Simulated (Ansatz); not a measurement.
# Meshes and cutoff for the phonons of Na3Y (built on the sites of a database entry of Li3Bi), part 3 of 3

Wanted: convergence of the phonons of Na3Y (built on the sites of a database entry of Li3Bi) against cost.

Ansatz 0.2.0; DFT LDA, scalar-relativistic, plane waves, PAW.

So far. Step 9 (Another k mesh, q mesh 2×2×2): The highest optical mode at the zone centre (no LO-TO term) is 159.8 cm⁻¹, +0.0 cm⁻¹ against the base run. Step 10 (Another k mesh, k-mesh 18×18×18, q mesh 2×2×2): The highest optical mode at the zone centre (no LO-TO term) is 159.7 cm⁻¹, -0.0 cm⁻¹ against the base run. The relaxed cell has a = 7.928 Å (conventional setting).

The structure was built from a prototype and need not be the compound's stable phase.

### Step 14. Another cutoff, cutoff 290 eV, q mesh 2×2×2

The cutoff is set to 290 eV on a small fixed q mesh.

Input file input.yaml:

```yaml
crystal:
  lattice:
    - [0.0, 3.9641698809, 3.9641698809]
    - [3.9641698809, 0.0, 3.9641698809]
    - [3.9641698809, 3.9641698809, 0.0]
  atoms:
    - { symbol: Na, position: [0.75, 0.75, 0.75] }
    - { symbol: Na, position: [0.5, 0.5, 0.5] }
    - { symbol: Na, position: [0.25, 0.25, 0.25] }
    - { symbol: "Y", position: [0.0, 0.0, 0.0] }
kpoints:
  mp_grid: { grid: [12, 12, 12] }
hamiltonian:
  xc: lda
scf:
  occupations: { method: methfessel_paxton, width: 0.2 }
output:
  eigenvalues: true
phonons:
  method: dfpt
  qmesh: [2, 2, 2]
  temperatures: { t_max: 1000, t_step: 50 }
  qpath:
    path:
      - [[0.0, 0.0, 0.0], [0.5, 0.0, 0.5], [0.625, 0.25, 0.625]]
      - [[0.375, 0.375, 0.75], [0.0, 0.0, 0.0], [0.5, 0.5, 0.5], [0.5, 0.25, 0.75], [0.5, 0.0, 0.5]]
    npoints: 10
basis:
  ecutwfc: 290
```

Started as:

```sh
$ ansatz run input.yaml --threads 8 --pin off --max-ram 14336MiB --backend cpu --events-out ev --progress --plain --runs-dir out
```

Numbers of over 12 decimals in the logs are rounded to 6 here.

Output:

```text
[...]
Crystal: 4 atoms, lattice volume = 124.591 Å³
Basis set: ecut = 290 eV, 1411 PW (Γ), exchange–correlation on 64×64×64 points (8 copies of the dense FFT grid, shifted against one another)
Bands: 23, of which v1, the nominal top of the filled ones, is band 19 counted from 1 (18 counted from 0)
Symmetry: 48 space group operations
k-points: 72 of 1728
[...]
SCF iter   1: F=—  HF=-8143.560202 eV  |F-HF|=—  |Δ(HF+E_count)|=         —  Δρ=8.69e-3  dr2=3.77e-2  ethr=1.77e-3  ⟨swp⟩=4.2  Hψ=5551  notcnv=0
[...]
SCF iter   7: F=-8143.533903 eV  HF=-8143.533903 eV  |F-HF|=1.00e-8  |Δ(HF+E_count)|=   9.69e-8  S|Δr|=    0.00e0  Δρ=4.56e-6  dr2=1.36e-8  ethr=2.63e-10  ⟨swp⟩=3.6  Hψ=4431  notcnv=0
SCF 1, on 23 bands, converged in 7 iterations: F = -8143.533903 eV; the run's SCF on all bands comes behind
[...]
Bands: 24, of which v1, the nominal top of the filled ones, is band 19 counted from 1 (18 counted from 0)
[...]
SCF iter   5: F=-8143.533903 eV  HF=-8143.533903 eV  |F-HF|=1.82e-12  |Δ(HF+E_count)|=  1.82e-12  S|Δr|=    0.00e0  Δρ=2.92e-8  dr2=7.40e-13  ethr=1.00e-12  ⟨swp⟩=4.9  Hψ=6227  notcnv=0
SCF 2 converged in 5 iterations: F = -8143.533903 eV  dr2 = 7.40e-13
[...]
SCF iter   2: F=-8143.533903 eV  HF=-8143.533903 eV  |F-HF|=0.00e0  |Δ(HF+E_count)|=   6.76e-7  S|Δr|=    0.00e0  Δρ=2.26e-8  dr2=5.54e-13  ethr=1.00e-12  ⟨swp⟩=3.1  Hψ=3544  notcnv=0
SCF 3, on 23 bands, converged in 2 iterations: F = -8143.533903 eV; the run's SCF on all bands comes behind
[...]
SCF iter   2: F=-8143.533903 eV  HF=-8143.533903 eV  |F-HF|=2.73e-12  |Δ(HF+E_count)|=   6.29e-7  S|Δr|=    0.00e0  Δρ=2.57e-8  dr2=8.73e-13  ethr=1.00e-12  ⟨swp⟩=4.2  Hψ=5151  notcnv=0
SCF 4 converged in 2 iterations: F = -8143.533903 eV  dr2 = 8.73e-13
[...]
SCF converged after 12 iterations (7 of them on 23 bands)
[...]
Free energy (F): -8143.533903 eV
[...]
Internal energy: -8143.537672 eV  (E = F + TS)
E sigma→0 (E₀):  -8143.534845 eV
Entropy (-TS):   0.003769 eV (0.942 meV/atom)
Fermi energy:    4.136412 eV
[...]
--- Band table (eV; the first three rows and the last of 72) ---
  k-point 0: bands = [... 15 lower, -19.7948, 0.1442, 4.3100, 4.3100, 4.3100, 4.8879, 4.8879, 7.1784, ... 1 higher]
  k-point 1: bands = [... 15 lower, -19.7942, 0.2004, 4.2454, 4.3289, 4.3289, 4.8656, 4.8656, 6.8667, ... 1 higher]
  k-point 2: bands = [... 15 lower, -19.7936, 0.3670, 4.0511, 4.3652, 4.3652, 4.8344, 4.8344, 6.2506, ... 1 higher]
  k-point 71: bands = [... 15 lower, -19.7882, 2.9080, 3.0124, 3.1816, 3.1816, 5.0786, 5.2993, 5.2993, ... 1 higher]
[...]
ASR residual: 2.744e-5 → 0.000e0 eV/Å²; symmetrization residual: 9.292e-7 eV/Å²
  ASR residual per site (eV/Å²): 2.51e-5 2.74e-5 2.51e-5 2.24e-5
[...]
--- Phonons (arbitrary-q DFPT): 3 irreducible q on the 2×2×2 mesh ---
[...]
interpolated dispersion: 62 rows × 12 modes
[...]
```

Run time: 26 s. Hardware: 8 threads of AMD EPYC 9R45, shared host; peak memory 2.1 GiB.

The run finished; it serves as a test, and its numbers are not taken as the result.

### Step 15. Another cutoff, cutoff 360 eV, q mesh 2×2×2

The cutoff is set to 360 eV on a small fixed q mesh.

Changes to input.yaml since step 14:

```diff
@@ -28,2 +28,2 @@
 basis:
-  ecutwfc: 290
+  ecutwfc: 360
```

Output:

```text
[...]
Crystal: 4 atoms, lattice volume = 124.591 Å³
Basis set: ecut = 360 eV, 1917 PW (Γ), exchange–correlation on 72×72×72 points (8 copies of the dense FFT grid, shifted against one another)
Bands: 23, of which v1, the nominal top of the filled ones, is band 19 counted from 1 (18 counted from 0)
Symmetry: 48 space group operations
k-points: 72 of 1728
[...]
k-point 71: bands = [... 15 lower, -19.7747, 2.9102, 3.0126, 3.1819, 3.1819, 5.0776, 5.2986, 5.2986, ... 1 higher]
[...]
ASR residual: 1.362e-5 → 0.000e0 eV/Å²; symmetrization residual: 1.002e-6 eV/Å²
  ASR residual per site (eV/Å²): 5.57e-6 1.01e-5 5.57e-6 1.36e-5
[...]
--- Phonons (arbitrary-q DFPT): 3 irreducible q on the 2×2×2 mesh ---
[...]
interpolated dispersion: 62 rows × 12 modes
[...]
[key lines of the parts left out:]
SCF converged after 12 iterations (7 of them on 23 bands)
Free energy (F): -8143.780590 eV
Fermi energy:    4.136992 eV
```

Wall time 35 s (8 threads); peak memory 2.6 GiB.

The highest optical mode at the zone centre (no LO-TO term) is 159.8 cm⁻¹, +0.0 cm⁻¹ against the base run.

### Step 16. Another cutoff, cutoff 550 eV, q mesh 2×2×2

The cutoff is set to 550 eV on a small fixed q mesh.

Changes to input.yaml since step 15:

```diff
@@ -28,2 +28,2 @@
 basis:
-  ecutwfc: 360
+  ecutwfc: 550
```

Output:

```text
[...]
Crystal: 4 atoms, lattice volume = 124.591 Å³
Basis set: ecut = 550 eV, 3695 PW (Γ), exchange–correlation on 90×90×90 points (8 copies of the dense FFT grid, shifted against one another)
Bands: 23, of which v1, the nominal top of the filled ones, is band 19 counted from 1 (18 counted from 0)
Symmetry: 48 space group operations
k-points: 72 of 1728
[...]
k-point 71: bands = [... 15 lower, -19.7742, 2.9102, 3.0126, 3.1819, 3.1819, 5.0776, 5.2985, 5.2985, ... 1 higher]
[...]
ASR residual: 1.053e-5 → 0.000e0 eV/Å²; symmetrization residual: 1.209e-6 eV/Å²
  ASR residual per site (eV/Å²): 4.01e-6 2.45e-6 4.01e-6 1.05e-5
[...]
--- Phonons (arbitrary-q DFPT): 3 irreducible q on the 2×2×2 mesh ---
[...]
interpolated dispersion: 62 rows × 12 modes
[...]
[key lines of the parts left out:]
SCF converged after 12 iterations (7 of them on 23 bands)
Free energy (F): -8143.786371 eV
Fermi energy:    4.136989 eV
```

Wall time 78 s (8 threads); peak memory 4.4 GiB; 9.8 min of CPU time.

The highest optical mode at the zone centre (no LO-TO term) is 159.8 cm⁻¹, +0.0 cm⁻¹ against the base run.

### Step 17. The ladder

Times are for 8 threads of AMD EPYC 9R45, shared host. The runs compared:

```
no.         run  lowest frequency on the path (cm⁻¹)  zero point energy (eV/cell)  share of modes left out  highest frequency on the path or at a solved wavevector (cm⁻¹)  lowest mode on the q mesh (acoustic modes at Γ apart) (cm⁻¹)     time  memory (GiB)
  1  dispersion                               -17.25                      0.07932                 0.007263                                                           164.5                                                        -17.25  5.5 min           8.2
  2    q series                               -17.25                      0.07960                 0.009020                                                           164.5                                                        -17.25     48 s           3.1
  3    q series                               -14.98                      0.07944                 0.004222                                                           164.5                                                          8.62  2.5 min           5.5
  4  cut series                               -17.14                      0.07964                 0.009020                                                           164.5                                                        -17.14     35 s           2.6
  5  cut series                               -17.24                      0.07960                 0.009020                                                           164.5                                                        -17.24     78 s           4.4
```

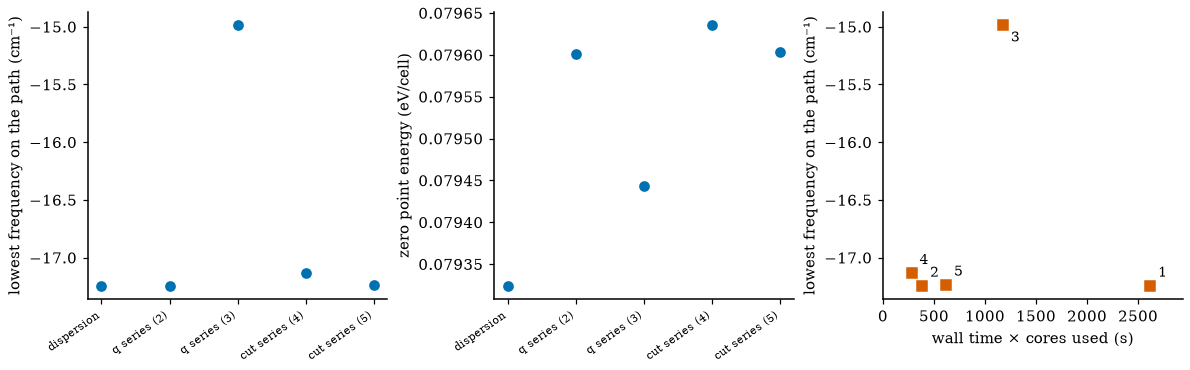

The series as plots; the last panel sets the first result against cost, with the runs numbered as in the table.

The runs together. The phonon density of states by wavenumber; read off at these points; values in 1/cm⁻¹/cell:

```
wavenumber (cm⁻¹)  dispersion  q series (2)  q series (3)  cut series (4)  cut series (5)
            -10.0     0.00533       0.00660       0.00392         0.00649         0.00659
              0.0     0.00634       0.00760       0.00394         0.00741         0.00758
             10.0      0.0358        0.0209        0.0234          0.0209          0.0209
             20.0      0.0759        0.0572        0.0789          0.0573          0.0572
             30.0       0.107        0.0682         0.102          0.0682          0.0682
             40.0      0.0567        0.0524        0.0755          0.0507          0.0524
             50.0      0.0290        0.0451        0.0354          0.0456          0.0452
             60.0     0.00515       0.00636       0.00324         0.00649         0.00636
             70.0           0             0             0               0               0
             80.0           0             0             0               0               0
             90.0      2.0e-4             0        2.7e-4               0               0
             97.0       0.193         0.198         0.196           0.197           0.198
            100.0       0.156         0.177         0.157           0.178           0.177
            103.0       0.183         0.179         0.172           0.178           0.179
            110.0      0.0988         0.111         0.103           0.111           0.111
            120.0           0             0             0               0               0
            130.0      0.0300        0.0139        0.0309          0.0132          0.0139
            133.0       0.282         0.260         0.274           0.256           0.259
            135.0       0.278         0.322         0.282           0.323           0.322
            140.0       0.137         0.145         0.131           0.145           0.145
            150.0       0.151         0.148         0.150           0.148           0.148
            155.0       0.290         0.282         0.281           0.283           0.282
            160.0       0.196         0.193         0.198           0.194           0.193
```

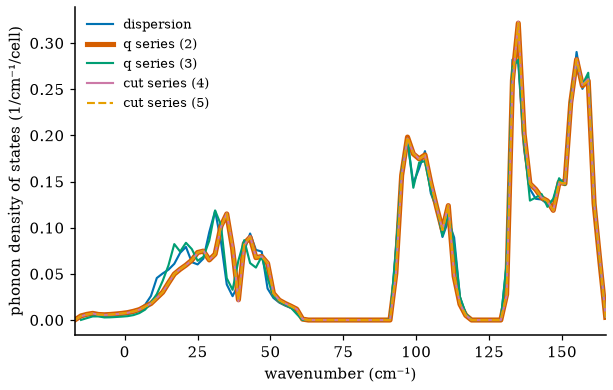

Phonon density of states, plotted against wavenumber.

The runs together, line Na. Partial phonon density of states, Na against wavenumber; read off at these points; values in 1/cm⁻¹/cell:

```
wavenumber (cm⁻¹)  dispersion  q series (2)  q series (3)  cut series (4)  cut series (5)
            -20.0      8.0e-5        9.4e-5        3.1e-6          8.0e-5          9.4e-5
            -10.0     0.00187       0.00156       0.00137         0.00155         0.00156
              0.0     0.00129        4.8e-4        8.8e-4          6.4e-4          4.9e-4
             10.0     0.00919       0.00608       0.00781         0.00615         0.00609
             20.0      0.0191        0.0181        0.0211          0.0181          0.0181
             30.0      0.0236        0.0188        0.0229          0.0188          0.0188
             40.0     0.00999        0.0121        0.0112          0.0120          0.0120
             50.0     0.00585       0.00778       0.00650         0.00787         0.00777
             60.0      3.0e-4        4.5e-4        2.6e-4          4.6e-4          4.5e-4
             70.0           0             0             0               0               0
             80.0           0             0             0               0               0
             90.0      0.0132        0.0108        0.0139         0.00999          0.0109
             97.7       0.154         0.165         0.154           0.164           0.165
            100.0       0.152         0.165         0.151           0.165           0.165
            110.0      0.0886        0.0919        0.0896          0.0922          0.0925
            120.0     0.00126        9.7e-4       0.00155         0.00107          9.7e-4
            130.0      0.0613        0.0500        0.0655          0.0518          0.0500
            134.0       0.236         0.242         0.228           0.242           0.241
            135.3       0.235         0.246         0.228           0.248           0.246
            140.0       0.131         0.138         0.132           0.139           0.138
            150.0       0.151         0.147         0.151           0.146           0.147
            156.0       0.229         0.229         0.229           0.229           0.229
            160.0       0.159         0.154         0.159           0.156           0.154
            170.0      1.4e-4        1.3e-4        1.6e-4          1.8e-4          1.3e-4
```

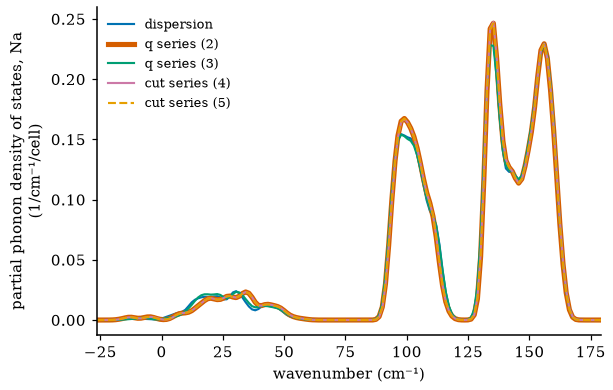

Partial phonon density of states, Na against wavenumber.

### Step 18. What came out

```
highest optical mode at the zone centre (no LO-TO term), k-mesh 4×4×4    : 159 cm⁻¹
highest optical mode at the zone centre (no LO-TO term), k-mesh 6×6×6    : 160 cm⁻¹
highest optical mode at the zone centre (no LO-TO term), k-mesh 8×8×8    : 160 cm⁻¹
highest optical mode at the zone centre (no LO-TO term), k-mesh 12×12×12 : 160 cm⁻¹
highest optical mode at the zone centre (no LO-TO term), k-mesh 18×18×18 : 160 cm⁻¹
highest optical mode at the zone centre (no LO-TO term), cutoff 170 eV   : 182 cm⁻¹
highest optical mode at the zone centre (no LO-TO term), cutoff 230 eV   : 165 cm⁻¹
highest optical mode at the zone centre (no LO-TO term), cutoff 290 eV   : 160 cm⁻¹
highest optical mode at the zone centre (no LO-TO term), cutoff 360 eV   : 160 cm⁻¹
highest optical mode at the zone centre (no LO-TO term), cutoff 550 eV   : 160 cm⁻¹
```

**Reading.** The base run has imaginary modes (down to 17i cm⁻¹), and the series also tests whether they stay. Over the whole q mesh series, coarse runs included, the lowest frequency on the path runs from -17.2 to -15.0 cm⁻¹; the two finest runs still differ by up to 2.3 cm⁻¹, so convergence is not shown. Over the whole k mesh series, coarse runs included, the lowest mode on the q mesh (acoustic modes at Γ apart) runs from -26.0 to -17.1 cm⁻¹; from 6×6×6 on all solved modes stay within 1.2 cm⁻¹ of the finest run (18×18×18), against a tolerance of 1.6. Over the whole cutoff series, coarse runs included, the lowest mode on the q mesh (acoustic modes at Γ apart) runs from -19.5 to 10.6 cm⁻¹; from 360 eV on all solved modes stay within 0.1 cm⁻¹ of the finest run (550 eV), against a tolerance of 1.6. All runs share the cell relaxed at the base settings, which is not exactly at rest under another k mesh or cutoff. With no gap, or one that is small against the smearing, the frequencies hang on the k mesh and the smearing, most of all near Kohn anomalies. The starting cell was built on a prototype and not taken from a measurement, so the phase need not exist. These are harmonic frequencies at zero temperature: anharmonic shifts, linewidths and thermal expansion are left out.

[Logs are printed without paths, hosts, clocks, repeated set-up lines and the standing remarks that a program may print on its own settings, such as how far it seeks lower states.]

[Hosts, paths, dates, database ids (printed as entryN), source tags and the programs' standing remarks are cut or masked in the printed files.]
